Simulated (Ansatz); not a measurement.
# Lattice dynamics of Li2BeSi2 (built on the sites of a database entry of SrSi2Ag2), part 2 of 2

Wanted: phonon frequencies of Li2BeSi2 (built on the sites of a database entry of SrSi2Ag2) and what follows from them.

Ansatz 0.2.0; DFT PBEsol, scalar-relativistic, plane waves, PAW.

So far. Step 4 (Relaxing to small forces for the phonons): The largest force component left is 0.043 meV/Å and the pressure is -0.001 GPa, within the tolerances set. The cell now holds 13.93 Å³/atom. Step 5 (Modes at Γ): Before it was imposed, the acoustic sum rule was missed by 1.4e-5 eV/Å². Small misses are needed for a sound result but don't prove that mesh and cutoff are converged. The lowest optical mode is real, 98.2 cm⁻¹. The relaxed cell has a = 3.438, c = 11.786 Å (conventional setting).

The structure was built from a prototype and need not be the compound's stable phase.

## Step 6: Response at finite wavevector

Stability and thermal properties need the whole zone. Linear response on a 2×2×2 q mesh gives force constants as far as a supercell of that size would.

The input, input.yaml:

```yaml
crystal:
  lattice:
    - [-1.7192334977, 1.7192334977, 5.8929231129]
    - [1.7192334977, -1.7192334977, 5.8929231129]
    - [1.7192334977, 1.7192334977, -5.8929231129]
  atoms:
    - { symbol: Be, position: [0.0, 0.0, 0.0] }
    - { symbol: Si, position: [0.4069268842, 0.4069268842, 0.0] }
    - { symbol: Si, position: [0.5930731158, 0.5930731158, 0.0] }
    - { symbol: Li, position: [0.75, 0.25, 0.5] }
    - { symbol: Li, position: [0.25, 0.75, 0.5] }
kpoints:
  mp_grid: { grid: [16, 16, 16] }
hamiltonian:
  xc: pbesol
scf:
  occupations: { method: methfessel_paxton, width: 0.2 }
output:
  eigenvalues: true
phonons:
  method: dfpt
  qmesh: [2, 2, 2]
  temperatures: { t_max: 1000, t_step: 50 }
  qpath:
    path:
      - [[0.0, 0.0, 0.0], [0.0, 0.0, 0.5], [0.25, 0.25, 0.25], [0.0, 0.5, 0.0], [0.0, 0.0, 0.0], [0.5, 0.5, -0.5], [0.27127885, 0.72872115, -0.27127885]]
      - [[-0.27127885, 0.27127885, 0.27127885], [0.0, 0.0, 0.0]]
      - [[0.0, 0.0, 0.5], [-0.0425577, 0.0425577, 0.5]]
      - [[0.5, 0.5, -0.0425577], [0.5, 0.5, -0.5]]
    npoints: 10
```

On the command line:

```sh
$ ansatz run input.yaml --threads 8 --pin off --max-ram 14336MiB --backend cpu --events-out ev --progress --plain --runs-dir out
```

Numbers of over 12 decimals in the logs are rounded to 6 here.

Log:

```text
Warning: phonons: the dynamical matrix that this run interpolates holds no multipole term above the dipole-dipole one, and a site of this crystal is no centre of inversion, so its interpolated transverse optical and acoustic branches and sound speeds can stay off near Gamma, and the density of states and the thermodynamics with them. What a run solves at a wave vector of phonons.qpoints, Gamma apart, where the deck admits one, is free of this, and under fd what a larger phonons.supercell samples
[...]
Crystal: 5 atoms, lattice volume = 69.672 Å³
Basis set: ecut = 420 eV, 1371 PW (Γ), exchange–correlation on 90×90×90 points (8 copies of the dense FFT grid, shifted against one another)
Bands: 13, of which v1, the nominal top of the filled ones, is band 8 counted from 1 (7 counted from 0)
Symmetry: 16 space group operations
k-points: 349 of 4096
[...]
SCF iter   1: F=—  HF=-1738.192167 eV  |F-HF|=—  |Δ(HF+E_count)|=         —  Δρ=2.52e-3  dr2=3.39e-3  ethr=1.77e-3  ⟨swp⟩=5.1  Hψ=28296  notcnv=0
[...]
SCF iter   8: F=-1738.190483 eV  HF=-1738.190483 eV  |F-HF|=2.27e-13  |Δ(HF+E_count)|=  1.48e-11  S|Δr|=    0.00e0  Δρ=4.35e-8  dr2=1.22e-12  ethr=1.00e-12  ⟨swp⟩=7.0  Hψ=19779  notcnv=0
SCF 1 converged in 8 iterations: F = -1738.190483 eV  dr2 = 1.22e-12
[...]
SCF iter   7: F=-1738.190483 eV  HF=-1738.190483 eV  |F-HF|=3.41e-12  |Δ(HF+E_count)|=  5.46e-12  S|Δr|=    0.00e0  Δρ=9.87e-8  dr2=5.33e-12  ethr=1.00e-12  ⟨swp⟩=2.0  Hψ=8418  notcnv=0
SCF 2 converged in 7 iterations: F = -1738.190483 eV  dr2 = 5.33e-12
phonons: the bands overlap, so this run is a metal and interpolates without the dipole-dipole term. If the crystal is really an insulator or semiconductor, its LO-TO splitting is missing
NSCF: frozen V_eff on 349 k-points
WARN: eigensolver did not converge in 13 slots of this pass, the one above among them; of largest residual over every band (k=3): 1 band(s) unlocked (lowest unlocked band 12, counted from 0; max residual 6.43e-4 eV among the unlocked bands, 6.43e-4 eV over every band); of lowest unlocked band (k=1): band 12
[...]
DFPT response loops at q = (0, 0, 0) (fractional): preconditioner auto → Kerker (q_TF=auto, 2.135 Å⁻¹) (partly filled bands, converged f_vac=0.000); β = 1.00, the filter's whole step (`scf.mixing.beta` (0.50) is not read by the response loops under this deck's `scf.mixing.preconditioner`; to damp them name `kerker` or `kerker_dos`, under which they read `scf.mixing.beta`, and type it under 1.00, their step now; both keys bind the ground state too); Broyden in place of MSR1
[...]
SCF converged after 8 iterations
[...]
Free energy (F): -1738.190483 eV
[...]
Internal energy: -1738.193221 eV  (E = F + TS)
E sigma→0 (E₀):  -1738.191167 eV
Entropy (-TS):   0.002738 eV (0.548 meV/atom)
Fermi energy:    5.971873 eV
[...]
--- Band table (eV; the first three rows and the last of 349) ---
  k-point 0: bands = [... 4 lower, 1.4856, 5.5474, 5.5474, 7.7377, 7.7377, 8.0475, 8.4013, 9.5999, ... 1 higher]
  k-point 1: bands = [... 4 lower, 1.5350, 5.1233, 5.1569, 6.9032, 7.5552, 8.5995, 9.1820, 10.1415, ... 1 higher]
  k-point 2: bands = [... 4 lower, 1.6787, 4.3482, 4.3504, 5.8850, 7.1040, 9.7193, 10.0271, 11.3250, ... 1 higher]
  k-point 348: bands = [... 4 lower, 3.0388, 5.2547, 5.2547, 6.5280, 7.7647, 9.5568, 9.5568, 9.8824, ... 1 higher]
--- Phonons (Γ-DFPT): 6 representative perturbations + reference (Σ response iterations 18) ---
  ASR residual: 1.324e-5 → 0.000e0 eV/Å²; symmetrization residual: 8.050e-7 eV/Å²
  ASR residual per site (eV/Å²): 1.21e-5 1.32e-5 1.32e-5 1.29e-5 1.29e-5
[...]
--- Phonons (arbitrary-q DFPT): 4 irreducible q on the 2×2×2 mesh ---
  q = [0.0000, 0.0000, 0.0000] (star 1, of the zone-centre solve; hermiticity 8.48e-8, symmetrization 2.24e-15): 0.00 0.00 0.00 98.22 98.22 102.67 134.15 134.15 285.47 285.47 325.27 457.17 510.71 510.71 561.96
  q = [0.0000, 0.0000, -0.5000] (star 2, 6 solved perturbations in 5157 linear systems a pass and spin channel, the states on 1098 of 4096 k-point pairs; hermiticity 7.66e-8, symmetrization 3.98e-14): -143.70 -129.39 -82.37 93.30 111.20 164.94 174.17 179.36 184.16 248.09 368.45 389.15 496.43 549.16 599.02
  q = [0.0000, -0.5000, 0.0000] (star 4, 9 solved perturbations on 1098 of 4096 k-point pairs; hermiticity 7.21e-8, symmetrization 4.60e-14): -106.32 -96.86 -65.53 -56.03 77.66 121.34 140.63 196.68 351.06 393.60 400.53 406.23 408.03 419.30 563.38
[...]
sum rule: each row above includes the acoustic sum rule's correction from the zone centre's row sums; it moved no ω² by more than (0.71 cm⁻¹)²
  mesh force constants: q→R imaginary residual 3.11e-18; ASR residual 1.324e-5 → 0.000e0 eV/Å²; symmetrization residual 1.421e-14 eV/Å²
  interpolated dispersion: 94 rows × 15 modes
  density of states and harmonic sums: on the 20×20×26 q-mesh, interpolated from the force constants of a 2×2×2 supercell (no non-analytic term)
  largest difference from the sums on the solved wave vectors: F 1.85e-1 eV, S 2.39e-4 and C_V 5.78e-5 eV/K
  zero-point energy: 0.219086 eV/cell   skipped modes (ω ≤ 0): 7240, of them read as no rigid motion or as one in doubt: 7237 (2.745e0 modes/cell left out, lowest -143.70 cm⁻¹)   left out of the sums: 1.83e-1 of the cell's modes: C_V's classical limit lies that fraction below 3 k_B per atom; for a crystal, a wire or a layer, F and S can be off by more, and a phonons.interpolated_qmesh denser along its periods is the remedy for the sampling
```

Wall time 5.1 min (8 threads of Arm Neoverse V2, shared host); peak memory 2.6 GiB.

This step gave:

| Item | Value |
| --- | --- |
| sum-rule residual before enforcement | 1.32e-5 eV/Å² |
| lowest frequency on the path | -143.7 cm⁻¹ |
| highest frequency on the path or at a solved wavevector | 599.0 cm⁻¹ |
| lowest mode on the q mesh (acoustic modes at Γ apart) | -143.7 cm⁻¹ |

Frequencies (cm⁻¹) solved at each irreducible wavevector; negative means imaginary. Frequencies by wavevector, by row:

```tsv
q in reciprocal lattice units	star	mode 1	mode 2	mode 3	mode 4	mode 13	mode 14	mode 15
0 0 0	1	0	0	0	98.2	510.7	510.7	562
0 0 -0.5	2	-143.7	-129.4	-82.4	93.3	496.4	549.2	599
0 -0.5 0	4	-106.3	-96.9	-65.5	-56	408	419.3	563.4
-0.5 -0.5 -0.5	1	-64.8	-64.8	87.4	87.4	513.7	513.7	595
```

Interpolated from a 2×2×2 q mesh, rough between the solved points. The phonon branches at the labelled points (cm⁻¹):

```tsv
point	branch 1	branch 2	branch 3	branch 4	branch 12	branch 13	branch 14	branch 15
Γ	0	0	0	98	457	511	511	562
X	-144	-129	-82	93	389	496	549	599
P	-139	-139	37	37	380	496	551	598
N	-106	-97	-66	-56	406	408	419	563
Γ	0	0	0	98	457	511	511	562
M	-65	-65	87	87	351	514	514	595
S	-108	-93	-68	34	404	414	425	566
jump to S0	-108	-93	-68	34	404	414	425	566
Γ	0	0	0	98	457	511	511	562
jump to X	-144	-129	-82	93	389	496	549	599
R	-142	-128	-80	89	388	497	545	598
jump to G′	-142	-128	-80	89	388	497	545	598
M	-65	-65	87	87	351	514	514	595
```

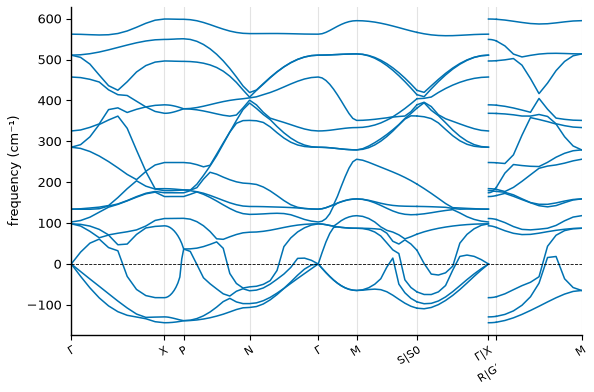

Phonon branches along the path.

The phonon density of states has structure finer than the step of the table below, so its rows give means over 50 cm⁻¹, whole bins alone (the curve runs from -145 to 605 cm⁻¹). Peaks (cm⁻¹: height): -105.0: 0.0289, -65.0: 0.0288, 75.0: 0.0535, 145.0: 0.0709, 365.0: 0.0397, 515.0: 0.0255, 565.0: 0.0309.

Tetrahedra on a 20×20×26 mesh, mean over bins of 10 cm-1. Interpolated from a 2×2×2 q mesh, rough between the solved points. Phonon density of states against wavenumber; means over each step:

```tsv
wavenumber (cm⁻¹)	phonon density of states (1/cm⁻¹/cell)
-100	0.0242
-50	0.0215
0	0.00687
50	0.0247
100	0.0204
150	0.0390
200	0.0185
250	0.0134
300	0.0118
350	0.0291
400	0.0251
450	0.0157
500	0.0206
550	0.0130
```

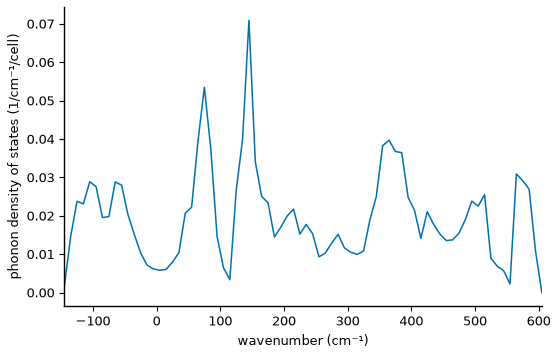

Phonon density of states, plotted against wavenumber.

The partial phonon density of states has structure finer than the step of the table below, so its rows give means over 50 cm⁻¹, whole bins alone (the curve runs from -153 to 627 cm⁻¹). Peaks (cm⁻¹: height): Be 82.2: 0.0139, 141.0: 0.0539; Li 366.8: 0.0357, 509.1: 0.0238, 582.7: 0.00605; Si -104.3: 0.0225, 72.3: 0.0366, 209.7: 0.0121, 568.0: 0.0252.

Phonopy on the run's constants, 17x17x21 mesh, Gaussian sigma 5.6 cm-1. Interpolated from a 2×2×2 q mesh, rough between the solved points. The partial phonon density of states by wavenumber; means over each step; values in 1/cm⁻¹/cell:

```tsv
wavenumber (cm⁻¹)	Be	Li	Si
-100	0.00197	0.00246	0.0197
-50	0.00513	0.00161	0.0151
0	0.00156	4.0e-4	0.00397
50	0.00610	9.7e-4	0.0180
100	0.00980	4.7e-4	0.0106
150	0.0324	0.00147	0.00476
200	0.00250	0.00640	0.00956
250	1.6e-4	0.00820	0.00510
300	3.1e-5	0.0107	0.00113
350	1.0e-4	0.0264	0.00266
400	1.1e-4	0.0214	0.00368
450	6.7e-5	0.0137	0.00173
500	8.3e-6	0.0181	0.00241
550	5.8e-6	0.00441	0.00868
600	5.0e-6	0.00257	0.00792
```

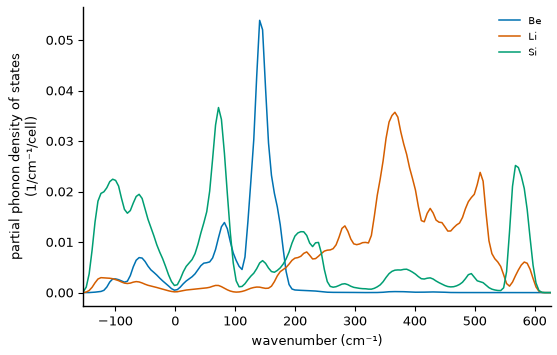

Partial phonon density of states, plotted against wavenumber.

Symmetry leaves 4 wavevectors to solve. The lowest mode among them, the acoustic zeros apart, lies at q = (0, 0, -0.5) and is imaginary, 143.7i cm⁻¹, so the energy falls along it.

## Step 7: Another isotope, element Li, natural mass 6.94 amu

An isotope changes the mass and not the force constants, so no new electronic calculation is needed; the shifts show which modes move this element.

The same force constants with the mass of Li changed from 6.940 to 6.015 u (phonopy, no LO-TO term). Both lists are sorted by frequency; levels can cross, so a row need not hold one and the same mode. Modes under 3 cm⁻¹ are left out. Isotope shifts, by row, the first 40 of 57 rows:

```tsv
q	rank	natural mass (cm⁻¹)	changed mass (cm⁻¹)
0 0 0	4	98.22	98.32
0 0 0	5	98.22	98.32
0 0 0	6	102.7	103.4
0 0 0	7	134.2	134.7
0 0 0	8	134.2	134.7
0 0 0	9	285.5	301.8
0 0 0	10	285.5	301.8
0 0 0	11	325.3	349.4
0 0 0	12	457.2	481.8
0 0 0	13	510.7	548
0 0 0	14	510.7	548
0 0 0	15	562	562
0 0 -0.5	1	-143.7	-144.5
0 0 -0.5	2	-129.4	-130.8
0 0 -0.5	3	-82.37	-82.37
0 0 -0.5	4	93.3	93.3
0 0 -0.5	5	111.2	111.2
0 0 -0.5	6	164.9	177.2
0 0 -0.5	7	174.2	179.4
0 0 -0.5	8	179.4	184.2
0 0 -0.5	9	184.2	187.1
0 0 -0.5	10	248.1	249
0 0 -0.5	11	368.4	393.6
0 0 -0.5	12	389.1	413.3
0 0 -0.5	13	496.4	513.4
0 0 -0.5	14	549.2	587.7
0 0 -0.5	15	599	622.2
0 -0.5 0	1	-106.3	-106.5
0 -0.5 0	2	-96.86	-97.06
0 -0.5 0	3	-65.53	-65.82
0 -0.5 0	4	-56.03	-56.61
0 -0.5 0	5	77.66	77.83
0 -0.5 0	6	121.3	121.4
0 -0.5 0	7	140.6	140.6
0 -0.5 0	8	196.7	198.2
0 -0.5 0	9	351.1	373.4
0 -0.5 0	10	393.6	420.8
0 -0.5 0	11	400.5	428.9
0 -0.5 0	12	406.2	435.4
0 -0.5 0	13	408	437.4
```

A mode of this element alone would shift by +7.41 %. The highest zone-centre frequency without the field goes from 562.0 to 562.0 cm⁻¹ (+0.0 %). The product of the frequency ratios over all optical modes at Γ is 1.482; the product rule, (m/m′)^(3k/2) (M′/M)^(3/2) with k = 2 such atoms and M the mass of the cell, gives 1.482.

## Step 8: Another isotope, element Si, natural mass 28.085 amu

The same for Si, from 28.09 to 29.97 u.

A mode of this element alone would shift by -3.20 %. The highest zone-centre frequency without the field goes from 562.0 to 544.0 cm⁻¹ (-3.2 %). The product of the frequency ratios over all optical modes at Γ is 0.882; the product rule, (m/m′)^(3k/2) (M′/M)^(3/2) with k = 2 such atoms and M the mass of the cell, gives 0.882.

## Step 9: What came out

| Item | Value |
| --- | --- |
| space group after relaxation (within 0.01 Å) | I4/mmm |
| volume per atom | 13.9 Å³ |
| electronic character | no gap on this mesh |
| highest optical mode at the zone centre (no LO-TO term) | 562 cm⁻¹ |
| lowest optical zone-centre mode | 98.2 cm⁻¹ |
| lowest mode on the q mesh (acoustic modes at Γ apart) | -144 cm⁻¹ |
| highest frequency on the path or at a solved wavevector | 599 cm⁻¹ |
| imaginary modes on the 2×2×2 q mesh | yes |

What this shows: Modes are clearly imaginary (beyond 10i cm⁻¹) at 3 of the 4 irreducible wavevectors, most at q = (0, 0, -0.5) (143.7i cm⁻¹), so this structure is not a minimum of the energy. The optical modes at Γ span 98 to 562 cm⁻¹. The highest mode in this list at Γ, 562.0 cm⁻¹, is mostly motion of Si (100 % of the kinetic energy). The q mesh stands for a supercell only 6.9 Å across, so branches between the solved wavevectors are rough. With no gap, or one that is small against the smearing, the frequencies hang on the k mesh and the smearing, most of all near Kohn anomalies. A phonon run warned that its eigensolver left some bands unconverged in a pass. The starting cell was built on a prototype and not taken from a measurement, so the phase need not exist. These are harmonic frequencies at zero temperature: anharmonic shifts, linewidths and thermal expansion are left out.

[Logs are printed without paths, hosts, clocks, repeated set-up lines and the standing remarks that a program may print on its own settings, such as how far it seeks lower states.]

[Hosts, paths, dates, database ids (printed as entryN), source tags and the programs' standing remarks are cut or masked in the printed files.]
